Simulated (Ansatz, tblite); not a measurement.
**The cluster C2Si: charged states by level of theory**

Aim: the energy of removing and adding an electron for the cluster C2Si, by energy differences, and how well orbital energies stand in for it.

Computed with Ansatz 0.2.0, Gaussian basis. Level: as each input shows.

The runs, in order: charge +1 doublet, at the geometry of the singlet (PBE0-D4/def2-TZVP, PBE-D4/def2-TZVP, r2SCAN-D4/def2-TZVP, CCSD(T)/def2-TZVPP); charge -1 doublet, at the geometry of the singlet (PBE0-D4/def2-TZVPD, PBE-D4/def2-TZVPD, r2SCAN-D4/def2-TZVPD, CCSD(T)/def2-TZVPD); the starting singlet's energies come from earlier runs.

### Step 1. The structure

The geometry is that of the singlet, from an earlier relaxation (PBE-D4/def2-TZVP). At that level it is the lowest of the isomers that a small search found.

3 atoms, charge 0, spin multiplicity 1.

Atoms are counted from 1 here; the program's logs count them from 0.

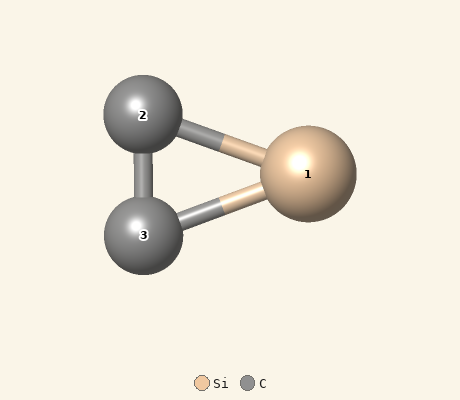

The structure; silicon light orange, carbon grey; atoms are numbered from 1 in the order of the file.

### Step 2. Charge +1 doublet at the fixed geometry, PBE0-D4/def2-TZVP

Contents of in.yaml:

```yaml
crystal:
  periodic: [false, false, false]
  atoms:
    - {symbol: Si, position_ang: [-0.786490, -0.156251, -0.836333]}
    - {symbol: C, position_ang: [0.488087, -0.551059, 0.446424]}
    - {symbol: C, position_ang: [0.298393, 0.707311, 0.389908]}
basis:
  gaussian: {orbitals: def2-TZVP}
total_charge: 1
magnetization: {spin_polarized: true, initial_magnetization: 1}
hamiltonian: {xc: pbe0, dispersion: d4}
output: {orbitals: {seedname: orbitals}}
```

Launch:

```
$ ansatz run in.yaml --threads 4 --pin off --events-out ev --progress --plain --max-ram 3916MiB
```

Output:

```text
Functional definition: PBE0
  name "PBE0"
  cite "Adamo & Barone, J. Chem. Phys. 110, 6158 (1999) doi:10.1063/1.478522"
  cite "Perdew, Burke & Ernzerhof, Phys. Rev. Lett. 77, 3865 (1996) doi:10.1103/PhysRevLett.77.3865"
  parent pbe
  parameter a = 0.25
  parameter kappa = 0.804
  parameter beta = 0.06672455060314922
  exchange = (1 - a)*pbe_x(kappa = kappa, mu = beta*pi^2/3) + a*exact_x
  correlation = pbe_c(beta = beta)
628 factors; their error is unknown
mean field evaluation 1: about -9915.9596 eV, gradient 4.9e1 eV
mean field evaluation 2: about -9817.0679 eV, gradient 1.2e2 eV
mean field evaluation 4: about -9930.5484 eV, gradient 1.1e1 eV
mean field evaluation 8: about -9931.4394 eV, gradient 9.2e-1 eV
mean field evaluation 16: about -9931.4991 eV, gradient 1.1e-3 eV
mean field evaluation 32: about -9931.2703 eV, gradient 1.5e0 eV
mean field -9931.49909260 eV, -364.9758598410 hartree, gradient 1.3e-5 eV, S^2 0.777724; 4 other end points of the search recorded, 0 dependent functions left out
reference -9931.49911696 eV, -364.9758607363 hartree; 13, 12 occupied and 86, 87 virtual orbitals, 628 factors
Total energy: -9931.54241860 eV, -364.9774520423 hartree
```

It took 1.2 s on 4 threads of Arm Neoverse V1, shared host.

From the report: HOMO -15.43 eV, LUMO -12.08 eV (over both spins); ⟨S²⟩ 0.778 (pure: 0.75).

### Step 3. Charge +1 doublet at the fixed geometry, PBE-D4/def2-TZVP

start.molden holds the orbitals of an earlier run on this state, given as this run's starting guess.

in.yaml: that of step 2 with these lines changed.

```diff
@@ -7,6 +7,7 @@
 basis:
-  gaussian: {orbitals: def2-TZVP}
+  gaussian: {orbitals: def2-TZVP, initial_orbitals: start.molden}
 total_charge: 1
 magnetization: {spin_polarized: true, initial_magnetization: 1}
-hamiltonian: {xc: pbe0, dispersion: d4}
+hamiltonian: {xc: pbe, dispersion: d4}
+scf: {omitted_lower_state_checks: [starts]}
 output: {orbitals: {seedname: orbitals}}
```

The command is unchanged.

Output:

```text
Functional definition: PBE
  name "PBE"
  cite "Perdew, Burke & Ernzerhof, Phys. Rev. Lett. 77, 3865 (1996) doi:10.1103/PhysRevLett.77.3865"
  parent pbe
  parameter kappa = 0.804
  parameter beta = 0.06672455060314922
  exchange = pbe_x(kappa = kappa, mu = beta*pi^2/3)
  correlation = pbe_c(beta = beta)
these checks for a lower state are left out or cut short: starts
612 factors; their error is unknown
mean field evaluation 1: about -9930.9714 eV, gradient 5.5e0 eV
mean field evaluation 2: about -9931.0461 eV, gradient 1.6e-1 eV
mean field evaluation 4: about -9931.0409 eV, gradient 1.5e-2 eV
mean field evaluation 8: about -9931.0409 eV, gradient 4.6e-5 eV
mean field -9931.04092742 eV, -364.9590225813 hartree, gradient 4.6e-5 eV, S^2 0.760352; 0 other end points of the search recorded, 0 dependent functions left out
reference -9931.04095980 eV, -364.9590237714 hartree; 13, 12 occupied and 86, 87 virtual orbitals, 612 factors
Total energy: -9931.09354512 eV, -364.9609562463 hartree
Checks for a lower state left out: starts
```

It took 0.7 s on 4 threads of Arm Neoverse V1, shared host.

Report: HOMO -14.41 eV, LUMO -13.12 eV (over both spins); ⟨S²⟩ 0.760 (pure: 0.75).

### Step 4. Charge +1 doublet at the fixed geometry, r2SCAN-D4/def2-TZVP

in.yaml: that of step 3 with these lines changed.

```diff
@@ -10,3 +10,3 @@
 magnetization: {spin_polarized: true, initial_magnetization: 1}
-hamiltonian: {xc: pbe, dispersion: d4}
+hamiltonian: {xc: r2scan, dispersion: d4}
 scf: {omitted_lower_state_checks: [starts]}
```

The command is unchanged.

Output:

```text
Functional definition: r2SCAN
  name "r2SCAN"
  cite "Furness, Kaplan, Ning, Perdew & Sun, J. Phys. Chem. Lett. 11, 8208 (2020) doi:10.1021/acs.jpclett.0c02405"
  cite "Furness, Kaplan, Ning, Perdew & Sun, J. Phys. Chem. Lett. 11, 9248 (2020) doi:10.1021/acs.jpclett.0c03077"
  parent r2scan
  parameter k0 = 0.174
  parameter k1 = 0.065
  parameter a1 = 4.9479
  exchange = r2scan_x(k0 = k0, k1 = k1, a1 = a1)
  correlation = r2scan_c
these checks for a lower state are left out or cut short: starts
612 factors; their error is unknown
mean field evaluation 1: about -9935.4744 eV, gradient 3.5e0 eV
mean field evaluation 2: about -9935.4999 eV, gradient 8.0e-2 eV
mean field evaluation 4: about -9935.4938 eV, gradient 5.2e-3 eV
mean field evaluation 8: about -9935.4938 eV, gradient 8.9e-5 eV
mean field -9935.49376836 eV, -365.1226614676 hartree, gradient 1.5e-5 eV, S^2 0.776337; 0 other end points of the search recorded, 0 dependent functions left out
reference -9935.49377938 eV, -365.1226618728 hartree; 13, 12 occupied and 86, 87 virtual orbitals, 612 factors
Total energy: -9935.50422384 eV, -365.1230456995 hartree
Checks for a lower state left out: starts
```

Wall time 1.9 s (4 threads of Arm Neoverse V1, shared host).

From the report: HOMO -14.61 eV, LUMO -12.83 eV (over both spins); ⟨S²⟩ 0.776 (pure: 0.75).

### Step 5. Charge +1 doublet at the fixed geometry, CCSD(T)/def2-TZVPP

Contents of in.yaml:

```yaml
crystal:
  periodic: [false, false, false]
  atoms:
    - {symbol: Si, position_ang: [-0.786490, -0.156251, -0.836333]}
    - {symbol: C, position_ang: [0.488087, -0.551059, 0.446424]}
    - {symbol: C, position_ang: [0.298393, 0.707311, 0.389908]}
basis:
  gaussian: {orbitals: def2-TZVPP, initial_orbitals: start.molden}
total_charge: 1
magnetization: {spin_polarized: true, initial_magnetization: 1}
correlation: {method: ccsd_t}
scf: {omitted_lower_state_checks: [starts, cluster_reference]}
output: {orbitals: {seedname: orbitals}}
```

Same command.

Output (excerpt; [...] marks lines left out):

```text
Functional definition: HF
  name "HF"
  cite "Fock, Z. Phys. 61, 126 (1930) doi:10.1007/BF01340294"
  parent pbe
[...]
639 factors; integrals over basis functions are off by at most 1.1e-3 eV
[...]
mean field -9910.53837314 eV, -364.2055676086 hartree, gradient 5.2e-6 eV, S^2 0.926579; 0 other end points of the search recorded, 0 dependent functions left out
7 core orbitals not correlated: weight in the atoms' cores, before any rotation towards them, 1.000 or more for the frozen orbitals, at most 0.000 for the correlated occupied ones
reference -9910.53837314 eV, -364.2055676086 hartree; 6, 5 occupied and 91, 92 virtual orbitals, 639 factors
second order -8.84256144 eV of doubles, -0.00000000 eV of singles
cycle   1  -8.91588646 eV  change   -7.3e-2 eV  update   1.2e-1
[...]
cycle  16  -9.70198996 eV  change   -1.1e-5 eV  update   2.9e-6
perturbative correction -0.69299901 eV, -0.0254672439 hartree
Total energy: -9920.93336211 eV, -364.5875764073 hartree
Checks for a lower state left out: starts, cluster_reference
```

Run time: 2.5 s. Hardware: 4 threads of Arm Neoverse V1, shared host.

From the report: Hartree-Fock HOMO -17.47 eV, LUMO -7.20 eV (over both spins); ⟨S²⟩ 0.927 (pure: 0.75); T1 0.077. Doubts: large T1 diagnostic, spin contamination.

### Step 6. Vertical ionisation energy

Charged state less starting state, singlet to doublet; the starting state's energies are those of its earlier runs.

```
              level  vertical ionisation energy (eV)   time
     HF/def2-TZVPP†                            +8.89       
   PBE-D4/def2-TZVP                            +9.68  1.1 s
r2SCAN-D4/def2-TZVP                            +9.70  2.8 s
  PBE0-D4/def2-TZVP                            +9.82  1.9 s
    MP2/def2-TZVPP†                           +10.20       
   CCSD/def2-TZVPP†                            +9.74       
CCSD(T)/def2-TZVPP†                            +9.75  3.4 s
```

Times add the two runs; a level without a time comes out of a correlated run. † marks a level with a doubtful state (flagged, unstable, out of aufbau order, or strongly spin-contaminated); such levels are left out of the summary. CCSD(T)/def2-TZVPP is no safe reference here (large T1 diagnostic, spin contamination).

Beside −ε(HOMO) of the starting state:

| level | −ε(HOMO) (eV) | by difference (eV) | mismatch (eV) |
| --- | --- | --- | --- |
| PBE-D4/def2-TZVP | 6.22 | 9.68 | -3.45 |
| r2SCAN-D4/def2-TZVP | 6.50 | 9.70 | -3.20 |
| PBE0-D4/def2-TZVP | 7.53 | 9.82 | -2.29 |

### Step 7. Charge -1 doublet at the fixed geometry, PBE0-D4/def2-TZVPD

Contents of in.yaml:

```yaml
crystal:
  periodic: [false, false, false]
  atoms:
    - {symbol: Si, position_ang: [-0.786490, -0.156251, -0.836333]}
    - {symbol: C, position_ang: [0.488087, -0.551059, 0.446424]}
    - {symbol: C, position_ang: [0.298393, 0.707311, 0.389908]}
basis:
  gaussian: {orbitals: def2-TZVPD}
total_charge: -1
magnetization: {spin_polarized: true, initial_magnetization: 1}
hamiltonian: {xc: pbe0, dispersion: d4}
output: {orbitals: {seedname: orbitals}}
```

The command is unchanged.

Output:

```text
Functional definition: PBE0
  name "PBE0"
  cite "Adamo & Barone, J. Chem. Phys. 110, 6158 (1999) doi:10.1063/1.478522"
  cite "Perdew, Burke & Ernzerhof, Phys. Rev. Lett. 77, 3865 (1996) doi:10.1103/PhysRevLett.77.3865"
  parent pbe
  parameter a = 0.25
  parameter kappa = 0.804
  parameter beta = 0.06672455060314922
  exchange = (1 - a)*pbe_x(kappa = kappa, mu = beta*pi^2/3) + a*exact_x
  correlation = pbe_c(beta = beta)
644 factors; their error is unknown
mean field evaluation 1: about -9940.4777 eV, gradient 2.0e1 eV
mean field evaluation 2: about -9932.3043 eV, gradient 4.0e1 eV
mean field evaluation 4: about -9942.6664 eV, gradient 1.1e0 eV
mean field evaluation 8: about -9942.6890 eV, gradient 2.1e-2 eV
mean field evaluation 16: about -9942.6890 eV, gradient 5.5e-5 eV
mean field -9942.68897711 eV, -365.3870805120 hartree, gradient 2.9e-5 eV, S^2 0.758999; 1 other end points of the search recorded, 0 dependent functions left out
reference -9942.68900217 eV, -365.3870814331 hartree; 14, 13 occupied and 103, 104 virtual orbitals, 644 factors
Total energy: -9942.75431119 eV, -365.3894814954 hartree
```

It took 1.3 s on 4 threads of Arm Neoverse V1, shared host.

From the report: HOMO 0.65 eV, LUMO 3.20 eV (over both spins); ⟨S²⟩ 0.759 (pure: 0.75). Doubts: highest occupied level lies above zero.

### Step 8. Charge -1 doublet at the fixed geometry, PBE-D4/def2-TZVPD

in.yaml: that of step 7 with these lines changed.

```diff
@@ -7,6 +7,7 @@
 basis:
-  gaussian: {orbitals: def2-TZVPD}
+  gaussian: {orbitals: def2-TZVPD, initial_orbitals: start.molden}
 total_charge: -1
 magnetization: {spin_polarized: true, initial_magnetization: 1}
-hamiltonian: {xc: pbe0, dispersion: d4}
+hamiltonian: {xc: pbe, dispersion: d4}
+scf: {omitted_lower_state_checks: [starts]}
 output: {orbitals: {seedname: orbitals}}
```

Same command.

Output:

```text
Functional definition: PBE
  name "PBE"
  cite "Perdew, Burke & Ernzerhof, Phys. Rev. Lett. 77, 3865 (1996) doi:10.1103/PhysRevLett.77.3865"
  parent pbe
  parameter kappa = 0.804
  parameter beta = 0.06672455060314922
  exchange = pbe_x(kappa = kappa, mu = beta*pi^2/3)
  correlation = pbe_c(beta = beta)
these checks for a lower state are left out or cut short: starts
623 factors; their error is unknown
mean field evaluation 1: about -9941.9859 eV, gradient 5.5e0 eV
mean field evaluation 2: about -9942.0453 eV, gradient 8.6e-2 eV
mean field evaluation 4: about -9942.0377 eV, gradient 3.4e-4 eV
mean field evaluation 8: about -9942.0377 eV, gradient 2.7e-5 eV
mean field -9942.03769835 eV, -365.3631464591 hartree, gradient 2.7e-5 eV, S^2 0.755053; 0 other end points of the search recorded, 0 dependent functions left out
reference -9942.03773049 eV, -365.3631476404 hartree; 14, 13 occupied and 103, 104 virtual orbitals, 623 factors
Total energy: -9942.11707829 eV, -365.3660636183 hartree
Checks for a lower state left out: starts
```

Run time: 0.85 s. Hardware: 4 threads of Arm Neoverse V1, shared host.

From the report: HOMO 1.55 eV, LUMO 2.39 eV (over both spins); ⟨S²⟩ 0.755 (pure: 0.75). Doubts: highest occupied level lies above zero.

### Step 9. Charge -1 doublet at the fixed geometry, r2SCAN-D4/def2-TZVPD

in.yaml: that of step 8 with these lines changed.

```diff
@@ -10,3 +10,3 @@
 magnetization: {spin_polarized: true, initial_magnetization: 1}
-hamiltonian: {xc: pbe, dispersion: d4}
+hamiltonian: {xc: r2scan, dispersion: d4}
 scf: {omitted_lower_state_checks: [starts]}
```

Same command.

Output:

```text
Functional definition: r2SCAN
  name "r2SCAN"
  cite "Furness, Kaplan, Ning, Perdew & Sun, J. Phys. Chem. Lett. 11, 8208 (2020) doi:10.1021/acs.jpclett.0c02405"
  cite "Furness, Kaplan, Ning, Perdew & Sun, J. Phys. Chem. Lett. 11, 9248 (2020) doi:10.1021/acs.jpclett.0c03077"
  parent r2scan
  parameter k0 = 0.174
  parameter k1 = 0.065
  parameter a1 = 4.9479
  exchange = r2scan_x(k0 = k0, k1 = k1, a1 = a1)
  correlation = r2scan_c
these checks for a lower state are left out or cut short: starts
623 factors; their error is unknown
mean field evaluation 1: about -9946.6378 eV, gradient 3.5e0 eV
mean field evaluation 2: about -9946.6601 eV, gradient 3.4e-2 eV
mean field evaluation 4: about -9946.6554 eV, gradient 1.7e-4 eV
mean field evaluation 8: about -9946.6554 eV, gradient 1.8e-5 eV
mean field -9946.65542351 eV, -365.5328447286 hartree, gradient 1.8e-5 eV, S^2 0.761707; 0 other end points of the search recorded, 0 dependent functions left out
reference -9946.65543965 eV, -365.5328453221 hartree; 14, 13 occupied and 103, 104 virtual orbitals, 623 factors
Total energy: -9946.67124654 eV, -365.5334262145 hartree
Checks for a lower state left out: starts
```

It took 2.2 s on 4 threads of Arm Neoverse V1, shared host.

From the report: HOMO 1.29 eV, LUMO 2.55 eV (over both spins); ⟨S²⟩ 0.762 (pure: 0.75). Doubts: highest occupied level lies above zero.

### Step 10. Charge -1 doublet at the fixed geometry, CCSD(T)/def2-TZVPD

in.yaml: that of step 9 with these lines changed.

```diff
@@ -10,4 +10,4 @@
 magnetization: {spin_polarized: true, initial_magnetization: 1}
-hamiltonian: {xc: r2scan, dispersion: d4}
-scf: {omitted_lower_state_checks: [starts]}
+correlation: {method: ccsd_t}
+scf: {omitted_lower_state_checks: [starts, cluster_reference]}
 output: {orbitals: {seedname: orbitals}}
```

The command is unchanged.

Output (excerpt; [...] marks lines left out):

```text
Functional definition: HF
  name "HF"
  cite "Fock, Z. Phys. 61, 126 (1930) doi:10.1007/BF01340294"
  parent pbe
[...]
716 factors; integrals over basis functions are off by at most 8.5e-4 eV
[...]
mean field -9920.17492981 eV, -364.5597045344 hartree, gradient 6.4e-6 eV, S^2 0.782354; 0 other end points of the search recorded, 0 dependent functions left out
7 core orbitals not correlated: weight in the atoms' cores, before any rotation towards them, 1.000 or more for the frozen orbitals, at most 0.000 for the correlated occupied ones
reference -9920.17492981 eV, -364.5597045344 hartree; 7, 6 occupied and 103, 104 virtual orbitals, 716 factors
second order -10.48728859 eV of doubles, -0.00000000 eV of singles
cycle   1  -10.40258416 eV  change    8.5e-2 eV  update   1.0e-1
[...]
cycle  12  -10.88162899 eV  change    6.5e-6 eV  update   8.6e-6
perturbative correction -0.73447245 eV, -0.0269913648 hartree
Total energy: -9931.79103125 eV, -364.9865883885 hartree
Checks for a lower state left out: starts, cluster_reference
```

Wall time 3.8 s (4 threads of Arm Neoverse V1, shared host); peak memory 0.7 GiB.

From the report: Hartree-Fock HOMO -1.50 eV, LUMO 5.78 eV (over both spins); ⟨S²⟩ 0.782 (pure: 0.75); T1 0.021.

### Step 11. Vertical electron affinity

Starting state less charged state (positive: the electron is bound), singlet to doublet; the starting state's energies are those of its earlier runs.

```
               level  vertical electron affinity (eV)   time
      HF/def2-TZVPD†                            +0.73       
   PBE-D4/def2-TZVPD                            +1.33  1.4 s
r2SCAN-D4/def2-TZVPD                            +1.45  3.5 s
  PBE0-D4/def2-TZVPD                            +1.38  1.9 s
     MP2/def2-TZVPD†                            +1.08       
    CCSD/def2-TZVPD†                            +1.07       
 CCSD(T)/def2-TZVPD†                            +1.09  5.2 s
```

Times add the two runs; a level without a time comes out of a correlated run. † marks a level with a doubtful state (flagged, unstable, out of aufbau order, or strongly spin-contaminated); such levels are left out of the summary. CCSD(T)/def2-TZVPD is no safe reference here (large T1 diagnostic).

Beside −ε(LUMO) of the starting state:

```
               level  −ε(LUMO) (eV)  by difference (eV)  mismatch (eV)
   PBE-D4/def2-TZVPD           4.27                1.33          +2.94
r2SCAN-D4/def2-TZVPD           4.21                1.45          +2.76
  PBE0-D4/def2-TZVPD           3.41                1.38          +2.03
```

### Step 12. Summary of results

| quantity | value |
| --- | --- |
| vertical ionisation energy, functionals in def2-TZVP | 9.68 (PBE-D4) to 9.82 eV (PBE0-D4) |
| vertical electron affinity, functionals in def2-TZVPD | 1.33 (PBE-D4) to 1.45 eV (r2SCAN-D4) |

What this shows: The vertical ionisation energy spans 9.68 to 9.82 eV over the functionals. −ε(HOMO) misses the level's own difference by -2.29 eV at best (PBE0-D4) and -3.45 eV at worst (PBE-D4). The vertical electron affinity spans 1.33 to 1.45 eV over the functionals. The anion's highest level lies above zero where self-interaction lifts it, so diffuse functions weigh on these values. −ε(LUMO) misses the level's own difference by +2.03 eV at best (PBE0-D4) and +2.94 eV at worst (PBE-D4).

The anion's highest level is positive in at least one run, so there the basis alone may hold the extra electron.
